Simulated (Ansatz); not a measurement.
# C₃H₁₀OTi: what the fields show

```yaml
atoms:
  - { symbol: C, position_ang: [-1.8299, 0.6425, 0.2336] }
  - { symbol: Ti, position_ang: [0.1739, 0.3037, -0.1444] }
  - { symbol: C, position_ang: [1.0469, -0.3273, 1.6199] }
  - { symbol: C, position_ang: [0.3155, -1.2370, -1.5141] }
  - { symbol: O, position_ang: [0.9669, 1.7612, -0.7621] }
  - { symbol: H, position_ang: [-2.2655, -0.2695, 0.6597] }
  - { symbol: H, position_ang: [-1.9693, 1.4629, 0.9450] }
  - { symbol: H, position_ang: [-2.3633, 0.8862, -0.6914] }
  - { symbol: H, position_ang: [0.9433, 0.4312, 2.4030] }
  - { symbol: H, position_ang: [0.5453, -1.2445, 1.9516] }
  - { symbol: H, position_ang: [2.1113, -0.5407, 1.4777] }
  - { symbol: H, position_ang: [-0.2162, -2.1124, -1.1225] }
  - { symbol: H, position_ang: [1.3630, -1.5073, -1.6837] }
  - { symbol: H, position_ang: [-0.1307, -0.9519, -2.4724] }
  - { symbol: H, position_ang: [1.2870, 2.6520, -0.8704] }
```

Geometry: PBE0-D4/def2-TZVP.

Computed with RKS PBE0-D4/def2-TZVPP (Ansatz 0.2.0).

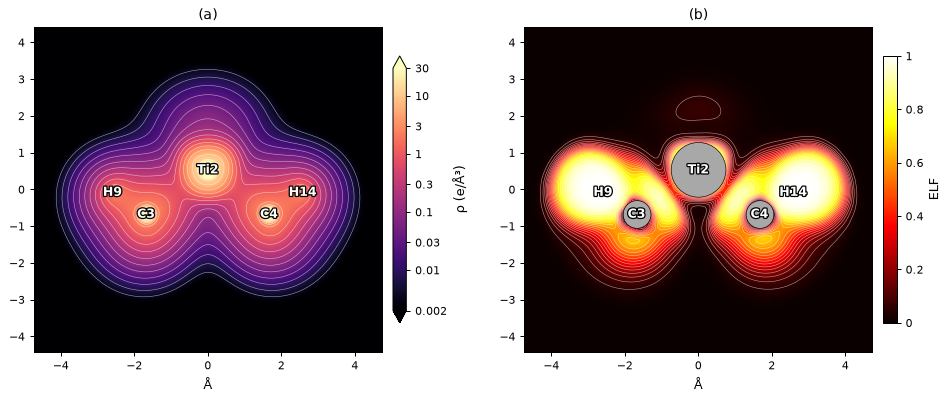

Figure 1. (a) total electron density; (b) electron localisation function on the plane of atoms C3, Ti2 and C4. Grey discs cover the atomic cores in the ELF map.

Read the bonding off the picture.

- The section cuts through Ti, C and H sites.
- C–Ti (2.07 Å): ρ is about 0.78 e/Å³ halfway; the ELF peaks at about 0.95 in the valence shell of C, 0.7 Å from its nucleus, and is about 0.60 at the midpoint.
- C–H (1.10 Å): ρ is about 1.9 e/Å³ halfway; the ELF climbs to about 1 towards the hydrogen, as it does in any bond to H; an ordinary covalent bond to hydrogen.

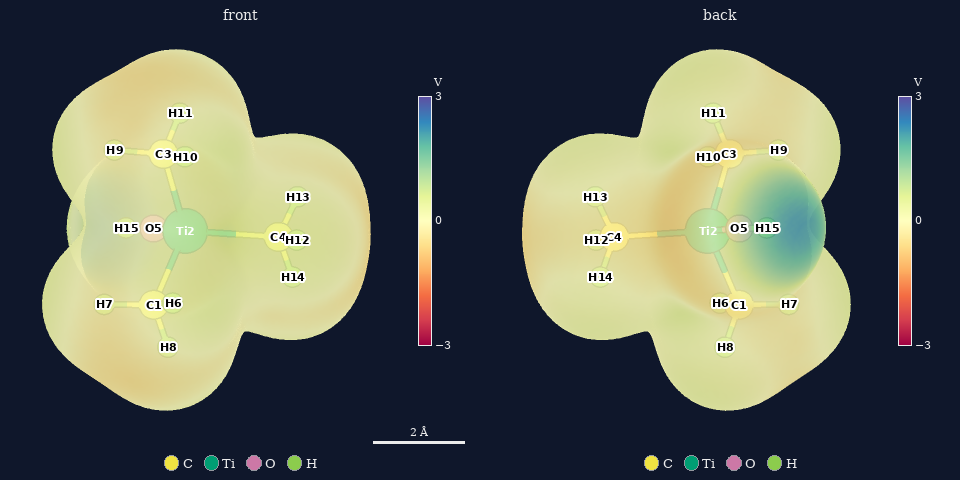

Figure 2. The electrostatic potential painted on the density surface at 0.001 e/bohr³, seen from the front and from behind; red is negative and blue positive.

Describe the electrostatic potential map.

The most negative region (about −0.7 V) lies over O5, the most positive (about +2.1 V) over H15.

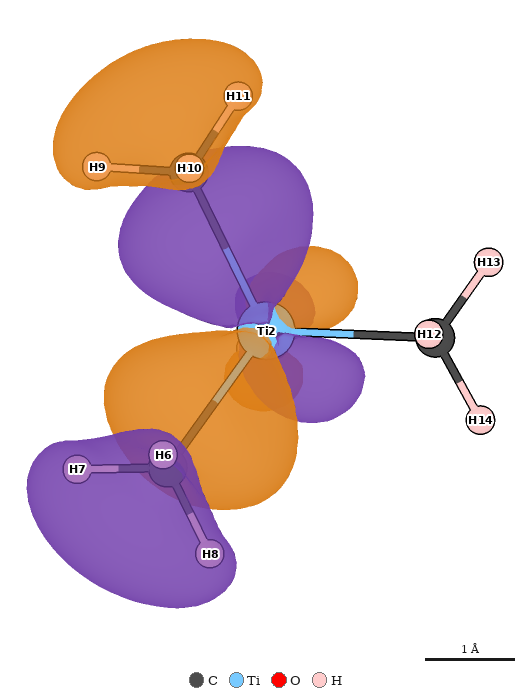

Figure 3. The HOMO−1 at ±0.08 Å⁻³ᐟ² (orange and purple are the two phases), seen across its widest extent.

Where does this orbital lie, and at what energy?

Its weight (Hirshfeld) is mainly on Ti2 (about 30 %), C1 (about 25 %) and C3 (about 25 %). Its energy is −7.49 eV.

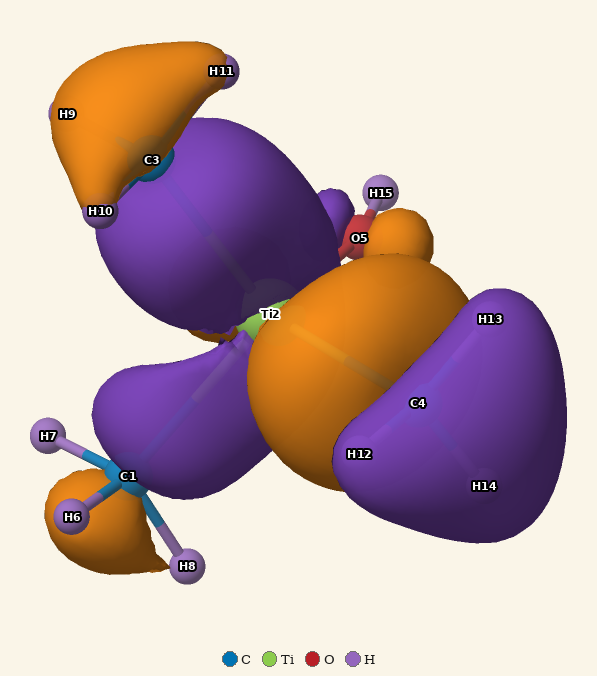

Figure 4. The HOMO at ±0.1 Å⁻³ᐟ² (orange and purple are the two phases), seen at a tilt.

Describe this orbital and give its energy.

It lies mainly on C4 (about 35 %), Ti2 (about 30 %), C1 (about 10 %) and C3 (about 10 %). Its energy is −7.47 eV.
